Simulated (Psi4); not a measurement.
# PBE0/def2-SVP (density fitting with cc-pvdz-jkfit, sweep point 2) run of BPH6 (SMILES [BH3-][PH3+])

Aim: the vertical ionisation energy of BPH6 at PBE0/def2-SVP (density fitting with cc-pvdz-jkfit, sweep point 2), from 2 runs. 

The calculation is run with Psi4 1.11.

2 further runs of the same task are left out: 2 set aside as unsound or not needed.

### 1 The system as given

The species is BPH6 (8 atoms), meant as a singlet with charge 0. As SMILES, `[BH3-][PH3+]`. The coordinates come from a PBE0-D4/def2-TZVP relaxation.

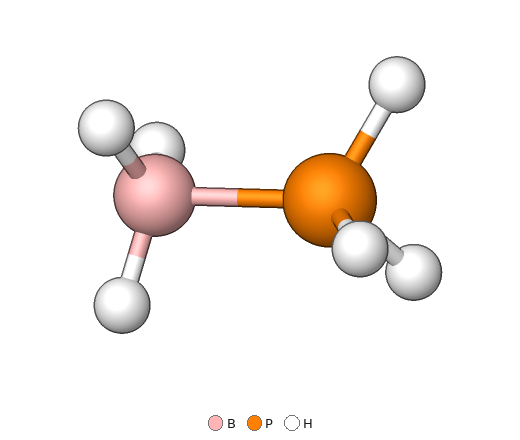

Viewed from a chosen angle; boron pink, phosphorus orange, hydrogen white.

### 2 A single-point energy at PBE0/def2-SVP (density fitting with cc-pvdz-jkfit, sweep point 2)

File input.inp:

```
memory 1600 mb

molecule molecule1 {
  0 1
  B     -0.556100     0.227200    -0.914000
  P      0.433900    -0.181600     0.667700
  H     -1.693400     0.343100    -0.520100
  H     -0.367800    -0.730200    -1.628000
  H     -0.055500     1.254200    -1.309900
  H      0.418800     0.755700     1.718800
  H      1.823100    -0.380300     0.547100
  H      0.089200    -1.345200     1.382600
  symmetry c1
}

set {
  basis def2-SVP
  puream true
  scf_type df
  dft_radial_points 99
  dft_spherical_points 590
  df_basis_scf cc-pvdz-jkfit
}

e_tot, wfn = energy('pbe0', return_wfn=True)
print_variables()
```

Started as:

```sh
$ psi4 input.inp input.out -n 1
```

input.out:

```text
[...]
  Running in c1 symmetry.
[...]
  Nuclear repulsion =   59.544517156228110
[...]
  Multiplicity = 1
[...]
  Nalpha       = 13
  Nbeta        = 13
[...]
    Number of basis functions: 62
[...]
   @DF-RKS iter   1:  -369.31145819541416   -1.68510e-01   7.47152e-03 ADIIS/DIIS
[...]
   @DF-RKS iter   7:  -369.47903579544067   -2.31608e-08   3.41706e-07 DIIS
[...]
    Orbital Energies [Eh]
    ---------------------
    Doubly Occupied:
       1A    -77.259722     2A     -6.723221     3A     -6.671298
       4A     -4.811410     5A     -4.811410     6A     -4.807921
       7A     -0.723492     8A     -0.516470     9A     -0.452886
      10A     -0.452866    11A     -0.328909    12A     -0.311596
      13A     -0.311588
[...]
  @DF-RKS Final Energy:  -369.47903579544067
   => Energetics <=
    Nuclear Repulsion Energy =             59.5445171562281104
    One-Electron Energy =                -625.9485861492736376
    Two-Electron Energy =                 219.1116060382819910
    DFT Exchange-Correlation Energy =     -22.1865728406771971
    Empirical Dispersion Energy =           0.0000000000000000
    VV10 Nonlocal Energy =                  0.0000000000000000
    Total Energy =                       -369.4790357954406659
[...]
 Multipole Moments:
 ------------------------------------------------------------------------------------
     Multipole            Electronic (a.u.)      Nuclear  (a.u.)        Total (a.u.)
 ------------------------------------------------------------------------------------
 L = 1.  Multiply by 2.5417464519 to convert [e a0] to [Debye]
 Dipole X            :          1.1332869           -0.2562415            0.8770454
 Dipole Y            :         -0.4683408            0.1061634           -0.3621774
 Dipole Z            :          1.8096620           -0.4084037            1.4012583
 Magnitude           :                                                    1.6923078
[...]
```

It took 15 s on 1 thread of Intel Xeon Platinum 8259CL at 2.50GHz (Skylake/Cascade Lake), shared host; peak memory 0.96 GiB.

### 3 The doublet cation

File input.dat:

```
memory 1.6 GB

molecule geom {
  1 2
  B     -0.556100     0.227200    -0.914000
  P      0.433900    -0.181600     0.667700
  H     -1.693400     0.343100    -0.520100
  H     -0.367800    -0.730200    -1.628000
  H     -0.055500     1.254200    -1.309900
  H      0.418800     0.755700     1.718800
  H      1.823100    -0.380300     0.547100
  H      0.089200    -1.345200     1.382600
  symmetry c1
}

set {
  basis                def2-SVP
  reference            uks
  puream               true
  scf_type             df
  dft_radial_points    99
  dft_spherical_points 590
  df_basis_scf         cc-pvdz-jkfit
  maxiter              150
}

result, w = energy('pbe0', return_wfn=True)
print_variables()
```

Started as:

```sh
$ psi4 -n 1 input.dat output.dat
```

output.dat:

```text
[...]
  Running in c1 symmetry.
[...]
  Nuclear repulsion =   59.544517156228110
[...]
  Multiplicity = 2
[...]
  Nalpha       = 13
  Nbeta        = 12
[...]
    Number of basis functions: 62
[...]
   @DF-UKS iter   1:  -368.90586117616130    2.37087e-01   6.70208e-03 ADIIS/DIIS
[...]
   @DF-UKS iter  14:  -369.07557480271589    9.24089e-08   9.59767e-07 DIIS
[...]
   @S^2 Observed:                7.581768372E-01
[...]
    Orbital Energies [Eh]
    ---------------------
    Alpha Occupied:
       1A    -77.474599     2A     -7.031807     3A     -6.889204
       4A     -5.029101     5A     -5.028570     6A     -5.026561
       7A     -0.949870     8A     -0.812180     9A     -0.690180
      10A     -0.663140    11A     -0.639365    12A     -0.608535
      13A     -0.572756
    Alpha Virtual:
      14A     -0.186210    15A     -0.175662    16A     -0.157217
      17A     -0.113520    18A     -0.087914    19A     -0.086826
      20A     -0.051455    21A      0.037753    22A      0.050926
      23A      0.067019    24A      0.142851    25A      0.145500
[...]
  @DF-UKS Final Energy:  -369.07557480271589
   => Energetics <=
    Nuclear Repulsion Energy =             59.5445171562281104
    One-Electron Energy =                -619.5990172042909307
    Two-Electron Energy =                 212.9291360064640628
    DFT Exchange-Correlation Energy =     -21.9502107611171233
    Empirical Dispersion Energy =           0.0000000000000000
    VV10 Nonlocal Energy =                  0.0000000000000000
    Total Energy =                       -369.0755748027158347
[...]
 Multipole Moments:
 ------------------------------------------------------------------------------------
     Multipole            Electronic (a.u.)      Nuclear  (a.u.)        Total (a.u.)
 ------------------------------------------------------------------------------------
 L = 1.  Multiply by 2.5417464519 to convert [e a0] to [Debye]
 Dipole X            :          0.1863848           -0.2562415           -0.0698568
 Dipole Y            :          0.1236479            0.1061634            0.2298112
 Dipole Z            :          0.5261238           -0.4084037            0.1177201
 Magnitude           :                                                    0.2674905
[...]
```

Wall time 31 s (1 thread of Intel Xeon Platinum 8259CL at 2.50GHz (Skylake/Cascade Lake), shared host); peak memory 0.96 GiB.

### 4 Results

At PBE0/def2-SVP (density fitting with cc-pvdz-jkfit, sweep point 2):

```
                                          quantity          value
                        singlet BPH6: total energy  -369.47904 Eh
                       singlet BPH6: dipole moment         4.30 D
                         singlet BPH6: HOMO energy       -8.48 eV
                         singlet BPH6: LUMO energy        0.80 eV
                       singlet BPH6: HOMO–LUMO gap        9.27 eV
                      doublet cation: total energy  -369.07557 Eh
doublet cation: HOMO energy (highest over α and β)      -15.48 eV
 doublet cation: LUMO energy (lowest over α and β)      -13.41 eV
                              doublet cation: ⟨S²⟩          0.758
vertical ionisation energy (to the doublet cation)      10.979 eV
```

What this shows: Removing an electron at fixed nuclei costs 10.98 eV (253 kcal/mol). −ε(HOMO) before ionisation, 8.48 eV, is 2.50 eV below this ionisation energy.
